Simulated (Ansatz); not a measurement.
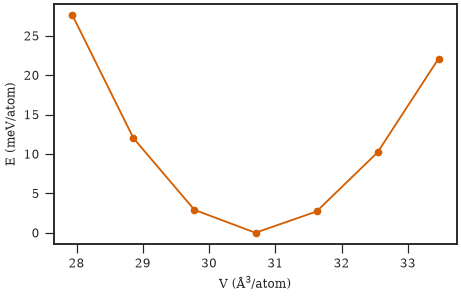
*Sr2Si in space group Pnma (No. 62; Sr on 4c, Sr on 4c, Si on 4c) under volume change, plane-wave PAW LDA (Ansatz code), shape and atoms relaxed at each volume.*

Q: What does a third-order Birch–Murnaghan fit give for V₀, B₀ and B′?

A: V₀ = 30.71 Å³/atom, B₀ = 31.5 GPa, B′ = 2.4.

The first step of the workflow began from a Materials Project structure, measured or hypothetical; the Crystallography Open Database files this formula in space group No. 62, but the cells were not matched. Its standing as an ambient phase is unchecked. The cell was relaxed with LDA under the symmetry of its start; its stability against distortions is not shown here.

Potentials: the later of the program's two PAW sets.
